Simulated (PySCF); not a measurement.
Spin–spin coupling calculation of C₅H₁₃PSi

System: C₅H₁₃PSi.
Method: LDA/ANO-RCC-VDZP indirect spin-spin coupling, non-relativistic, gas phase (PySCF 2.14.0).

The geometry comes from this level: GFN2-xTB. It belongs to a series of runs on one base structure; here: LDA/ANO-RCC-VDZP; level_shift 0.2. Figures and captions count atoms from 1; the log counts them from 0 in places.

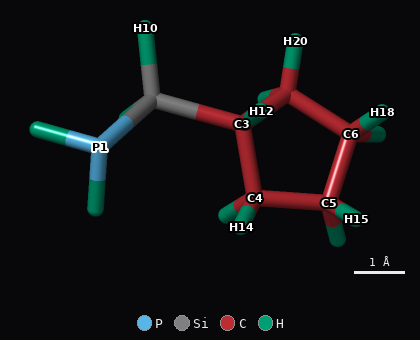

**Figure 1.** The structure as given in the input (stick view, seen at a tilt; atoms are numbered from 1 in the order of the input).

The input
```
{"job": {"kind": "j", "xc": "LDA", "basis": "ANO-RCC-VDZP", "scf": {"level_shift": 0.2}}, "charge": 0, "multiplicity": 1}
P      3.326047    -0.485956    -0.969638
Si     1.910897     0.563819     0.417280
C      0.174257     0.408183    -0.339403
C     -0.362258    -1.024745    -0.390492
C     -1.879044    -0.871645    -0.582120
C     -2.215025     0.572025    -0.162994
C     -0.922908     1.133030     0.435268
H      4.412774    -0.393365    -0.121131
H      3.020153    -1.761488    -0.532235
H      2.326270     1.969532     0.492059
H      1.906708     0.008138     1.779818
H      0.185887     0.804058    -1.361358
H     -0.159308    -1.528229     0.557211
H      0.099057    -1.609344    -1.186565
H     -2.154159    -1.039659    -1.623229
H     -2.421375    -1.597340     0.023069
H     -3.041487     0.609538     0.545382
H     -2.498291     1.159092    -1.037284
H     -0.857291     0.879079     1.494603
H     -0.856052     2.215955     0.341752
```

The first line tells a small driver script what to run in PySCF; the rest is the geometry in Å.

Launched with:
```bash
OMP_NUM_THREADS=1 python <driver script> task.json out
```

Log
```
final grid: 149728 points
cycle   1  E = -824.5821120574  dE =  3.611e-01  |g| = 4.213e-01  |ddm| = 5.892e+00
cycle   2  E = -824.5833435386  dE = -1.231e-03  |g| = 4.570e-01  |ddm| = 9.257e-01
cycle   3  E = -824.6331180074  dE = -4.977e-02  |g| = 1.003e-01  |ddm| = 2.725e-01
cycle   4  E = -824.6361075505  dE = -2.990e-03  |g| = 2.300e-02  |ddm| = 1.075e-01
cycle   5  E = -824.6362619007  dE = -1.544e-04  |g| = 4.357e-03  |ddm| = 3.795e-02
cycle   6  E = -824.6362672281  dE = -5.327e-06  |g| = 1.905e-03  |ddm| = 1.026e-02
cycle   7  E = -824.6362681305  dE = -9.024e-07  |g| = 6.528e-04  |ddm| = 2.481e-03
cycle   8  E = -824.6362682503  dE = -1.198e-07  |g| = 1.426e-04  |ddm| = 8.251e-04
cycle   9  E = -824.6362682573  dE = -7.009e-09  |g| = 3.554e-05  |ddm| = 2.710e-04
cycle  10  E = -824.6362682578  dE = -5.216e-10  |g| = 1.167e-05  |ddm| = 9.435e-05
level shift removed, Fock matrix diagonalised once more
converged SCF energy = -824.6362682578

Indirect spin-spin couplings (Hz)
  i      j    bonds     total        FC       PSO       DSO        SD
  0 P    1 Si   1     64.955    64.182     8.064    -0.072    -7.220
  0 P    2 C    2     23.163    23.305    -0.181     0.025     0.014
  0 P    3 C    3     -1.733    -1.714    -0.018     0.028    -0.029
  0 P    4 C    4     -0.477    -0.489     0.068    -0.045    -0.011
  0 P    5 C    4      2.070     2.186    -0.012    -0.061    -0.042
  0 P    6 C    3      5.321     5.511    -0.192    -0.071     0.073
  0 P    7 H    1    216.861   210.682     4.849     0.428     0.902
  0 P    8 H    1    221.237   215.438     4.416     0.466     0.918
  0 P    9 H    2     31.017    31.272    -0.030    -0.260     0.035
  0 P   10 H    2     -4.907    -3.861    -0.497    -0.363    -0.187
  0 P   11 H    3      1.337     1.063     0.200     0.136    -0.061
  0 P   12 H    4     -0.716    -0.739     0.130    -0.012    -0.095
  0 P   13 H    4      0.191    -0.215     0.243     0.312    -0.149
  0 P   16 H    5      2.125     2.191     0.242    -0.312     0.004
  0 P   17 H    5     -0.201    -0.159     0.191    -0.200    -0.033
  0 P   18 H    4     -0.791    -0.649     0.129    -0.313     0.043
  0 P   19 H    4     -0.278    -0.151     0.105    -0.280     0.047
  1 Si   2 C    1    -55.934   -56.427     1.811    -0.131    -1.188
  1 Si   3 C    2     -2.113    -2.290     0.137    -0.023     0.064
  1 Si   4 C    3    -11.825   -11.759    -0.052     0.034    -0.047
  1 Si   5 C    3    -12.624   -12.543    -0.070     0.034    -0.046
  1 Si   6 C    2     -1.957    -2.127     0.123    -0.021     0.068
  1 Si   7 H    2      6.264     6.248     0.073     0.012    -0.069
  1 Si   8 H    2      6.753     6.709     0.104     0.007    -0.068
  1 Si   9 H    1   -252.430  -252.587     0.892    -0.315    -0.420
  1 Si  10 H    1   -254.130  -254.248     0.863    -0.326    -0.419
  1 Si  11 H    2      3.077     2.889     0.328    -0.001    -0.139
  1 Si  12 H    3     -6.887    -6.926     0.133    -0.131     0.037
  1 Si  13 H    3      0.398     0.310     0.058     0.004     0.026
  1 Si  14 H    4      0.737     0.762    -0.142     0.172    -0.054
  1 Si  15 H    4     -0.281    -0.300    -0.128     0.159    -0.013
  1 Si  16 H    4     -0.917    -0.943    -0.136     0.175    -0.013
  1 Si  17 H    4      0.742     0.769    -0.121     0.153    -0.060
  1 Si  18 H    3     -5.805    -5.892     0.155    -0.108     0.041
  1 Si  19 H    3      0.213     0.092     0.092    -0.008     0.037
  2 C    3 C    1     60.660    60.826    -0.446     0.280         -
  2 C    4 C    2      2.294     2.412    -0.172     0.054         -
  2 C    5 C    2      2.226     2.373    -0.205     0.059         -
  2 C    6 C    1     62.167    62.394    -0.504     0.277         -
  2 C    7 H    3      6.028     6.337     0.005    -0.314         -
  2 C    8 H    3     -0.463    -0.455    -0.061     0.053         -
  2 C    9 H    2      3.945     4.136    -0.116    -0.075         -
  2 C   10 H    2      4.552     4.704    -0.095    -0.057         -
  2 C   11 H    1     84.137    81.709     1.156     1.272         -
  2 C   12 H    2     -1.924    -2.049     0.039     0.086         -
  2 C   13 H    2     -0.121    -0.230     0.075     0.033         -
  2 C   14 H    3     -0.064    -0.056     0.101    -0.109         -
  2 C   15 H    3      4.662     4.723     0.270    -0.331         -
  2 C   16 H    3      7.588     7.667     0.294    -0.373         -
  2 C   17 H    3     -0.152    -0.178     0.028    -0.002         -
  2 C   18 H    2     -1.892    -2.010     0.050     0.068         -
  2 C   19 H    2      0.684     0.604     0.081    -0.001         -
  3 C    4 C    1     71.273    71.133    -0.097     0.236         -
  3 C    5 C    2      3.400     3.494    -0.127     0.033         -
  3 C    6 C    2      2.163     2.287    -0.182     0.058         -
  3 C    7 H    4     -0.192    -0.032     0.060    -0.220         -
  3 C    8 H    4      0.608     0.466    -0.118     0.260         -
  3 C    9 H    3      5.529     5.780     0.095    -0.346         -
  3 C   10 H    3      1.314     1.293    -0.049     0.071         -
  3 C   11 H    2     -2.863    -2.945     0.011     0.070         -
  3 C   12 H    1     83.405    81.408     0.948     1.049         -
  3 C   13 H    1     86.678    84.702     0.970     1.006         -
  3 C   14 H    2     -1.240    -1.261     0.089    -0.069         -
  3 C   15 H    2     -0.559    -0.601     0.118    -0.077         -
  3 C   16 H    3      3.994     4.089     0.229    -0.324         -
  3 C   17 H    3      0.341     0.391     0.192    -0.242         -
  3 C   18 H    3      1.081     1.054    -0.049     0.075         -
  3 C   19 H    3      9.117     9.223     0.315    -0.421         -
  4 C    5 C    1     70.569    70.295     0.049     0.225         -
  4 C    6 C    2      3.015     3.131    -0.151     0.034         -
  4 C    9 H    4      1.025     1.134     0.145    -0.253         -
  4 C   10 H    4     -0.248    -0.219     0.101    -0.129         -
  4 C   11 H    3      1.498     1.462    -0.015     0.051         -
  4 C   12 H    2     -1.822    -1.849     0.068    -0.041         -
  4 C   13 H    2      0.985     0.934     0.147    -0.096         -
  4 C   14 H    1     80.849    78.902     1.046     0.901         -
  4 C   15 H    1     81.377    79.431     1.053     0.893         -
  4 C   16 H    2      0.324     0.294     0.160    -0.130         -
  4 C   17 H    2     -2.090    -2.103     0.103    -0.090         -
  4 C   18 H    3      0.482     0.490     0.069    -0.077         -
  4 C   19 H    3      8.092     8.200     0.304    -0.412         -
  5 C    6 C    1     69.372    69.443    -0.305     0.234         -
  5 C    7 H    5      0.421     0.527     0.111    -0.217         -
  5 C    9 H    4     -0.333    -0.281     0.125    -0.178         -
  5 C   10 H    4     -0.215    -0.181     0.113    -0.147         -
  5 C   11 H    3      1.924     1.882    -0.059     0.102         -
  5 C   12 H    3     -0.096    -0.073     0.140    -0.164         -
  5 C   13 H    3      6.023     6.119     0.268    -0.364         -
  5 C   14 H    2     -1.513    -1.536     0.124    -0.100         -
  5 C   15 H    2     -0.684    -0.699     0.131    -0.115         -
  5 C   16 H    1     82.361    80.429     1.043     0.889         -
  5 C   17 H    1     80.115    78.170     1.027     0.918         -
  5 C   18 H    2     -1.830    -1.834     0.062    -0.059         -
  5 C   19 H    2      1.170     1.158     0.133    -0.121         -
  6 C    7 H    4      0.230     0.379     0.083    -0.232         -
  6 C    8 H    4     -0.325    -0.244     0.073    -0.154         -
  6 C    9 H    3      0.670     0.649    -0.032     0.053         -
  6 C   10 H    3      1.007     0.997    -0.045     0.055         -
  6 C   11 H    2     -2.579    -2.654     0.020     0.055         -
  6 C   12 H    3      0.368     0.349    -0.020     0.040         -
  6 C   13 H    3      8.219     8.315     0.311    -0.408         -
  6 C   14 H    3      2.651     2.732     0.253    -0.334         -
  6 C   15 H    3      1.056     1.135     0.161    -0.240         -
  6 C   16 H    2      0.150     0.126     0.131    -0.107         -
  6 C   17 H    2     -2.148    -2.145     0.058    -0.060         -
  6 C   18 H    1     83.201    81.223     0.942     1.036         -
  6 C   19 H    1     85.289    83.355     0.960     0.973         -
  7 H    8 H    2    -11.182   -11.341     0.966    -0.807         -
  7 H    9 H    3      0.207     0.240     0.065    -0.099         -
  7 H   10 H    3      1.415     1.299    -0.040     0.156         -
  7 H   11 H    4     -1.304    -0.370     0.387    -1.322         -
  7 H   12 H    5     -0.466    -0.028     0.150    -0.589         -
  7 H   13 H    5     -0.596     0.126     0.227    -0.949         -
  7 H   14 H    6     -0.396     0.034     0.416    -0.846         -
  7 H   15 H    6     -0.371    -0.014     0.425    -0.782         -
  7 H   17 H    6     -0.419    -0.022     0.416    -0.813         -
  7 H   18 H    5     -0.555    -0.108     0.268    -0.714         -
  7 H   19 H    5     -0.521    -0.047     0.345    -0.819         -
  8 H    9 H    3      9.025    10.557     0.576    -2.109         -
  8 H   10 H    3      4.075     3.834    -0.127     0.367         -
  8 H   11 H    4     -0.204     0.053     0.177    -0.435         -
  8 H   12 H    5      0.501    -0.108    -0.596     1.205         -
  8 H   13 H    5      0.815     0.013    -0.947     1.749         -
  8 H   17 H    6     -0.158     0.011     0.424    -0.594         -
  8 H   19 H    5     -0.336     0.069     0.508    -0.913         -
  9 H   10 H    2      2.944     4.170     0.436    -1.661         -
  9 H   11 H    3     -0.217    -0.126     0.027    -0.117         -
  9 H   12 H    4     -0.655     0.287     0.457    -1.398         -
  9 H   13 H    4     -1.192    -0.365     0.563    -1.389         -
  9 H   14 H    5     -0.266     0.100     0.590    -0.955         -
  9 H   15 H    5     -0.213     0.203     0.652    -1.068         -
  9 H   16 H    5     -0.226    -0.002     0.575    -0.799         -
  9 H   18 H    4     -0.319    -0.243     0.001    -0.077         -
 10 H   11 H    3      4.623     5.838     0.932    -2.148         -
 10 H   12 H    4      0.222    -0.457    -0.890     1.568         -
 10 H   13 H    4     -0.351    -0.118     0.368    -0.601         -
 10 H   14 H    5     -0.151     0.132     0.707    -0.989         -
 10 H   19 H    4     -0.342    -0.110     0.344    -0.575         -
 11 H   12 H    3      9.696    10.216     1.866    -2.386         -
 11 H   13 H    3      4.760     4.326    -0.080     0.514         -
 11 H   15 H    4     -0.890    -0.515     1.385    -1.760         -
 11 H   16 H    4     -0.714    -0.350     1.332    -1.696         -
 11 H   18 H    3      9.768    10.325     1.912    -2.468         -
 11 H   19 H    3      3.727     3.390     0.044     0.293         -
 12 H   13 H    2    -11.027   -11.068     1.767    -1.726         -
 12 H   14 H    3      6.558     7.120     1.694    -2.257         -
 12 H   15 H    3      8.705     8.329    -0.294     0.670         -
 12 H   16 H    4     -0.401    -0.249     0.629    -0.781         -
 12 H   17 H    4     -0.823    -0.395     1.469    -1.897         -
 12 H   19 H    4     -0.742    -0.359     1.298    -1.681         -
 13 H   14 H    3      7.226     6.898    -0.179     0.506         -
 13 H   15 H    3      0.283     0.576     1.077    -1.370         -
 13 H   16 H    4     -0.922    -0.502     1.450    -1.870         -
 13 H   17 H    4     -0.424    -0.193     0.893    -1.124         -
 13 H   18 H    4     -0.708    -0.333     1.313    -1.688         -
 13 H   19 H    4      0.818     1.204     1.417    -1.803         -
 14 H   15 H    2    -11.860   -11.645     1.924    -2.140         -
 14 H   16 H    3      1.497     1.962     1.320    -1.785         -
 14 H   17 H    3     10.197     9.862    -0.318     0.653         -
 14 H   18 H    4     -0.993    -0.558     1.457    -1.892         -
 14 H   19 H    4     -0.225     0.103     1.168    -1.496         -
 15 H   16 H    3      8.023     7.761    -0.172     0.434         -
 15 H   17 H    3      4.508     5.087     1.588    -2.166         -
 15 H   18 H    4     -0.222    -0.213     0.212    -0.221         -
 15 H   19 H    4     -1.022    -0.592     1.420    -1.850         -
 16 H   17 H    2    -11.568   -11.343     1.925    -2.150         -
 16 H   18 H    3      6.350     6.103    -0.067     0.314         -
 16 H   19 H    3     -0.298    -0.072     0.888    -1.114         -
 17 H   18 H    3      8.519     9.160     1.858    -2.499         -
 17 H   19 H    3      5.760     5.521    -0.049     0.288         -
 18 H   19 H    2    -11.091   -11.045     1.831    -1.877         -
```

Results in brief

```json
{"quantity": "outcome", "value": "converged"}
{"quantity": "total energy", "value": "−824.636268 hartree"}
{"quantity": "HOMO", "value": "−6.25 eV"}
{"quantity": "LUMO", "value": "−0.63 eV"}
{"quantity": "dipole moment", "value": "1.15 D"}
{"quantity": "hardware", "value": "1 CPU thread, shared host"}
{"quantity": "wall time", "value": "96 s"}
{"quantity": "peak memory", "value": "0.66 GiB"}
```

Settings chosen away from the usual ones: LDA/ANO-RCC-VDZP; level_shift 0.2.
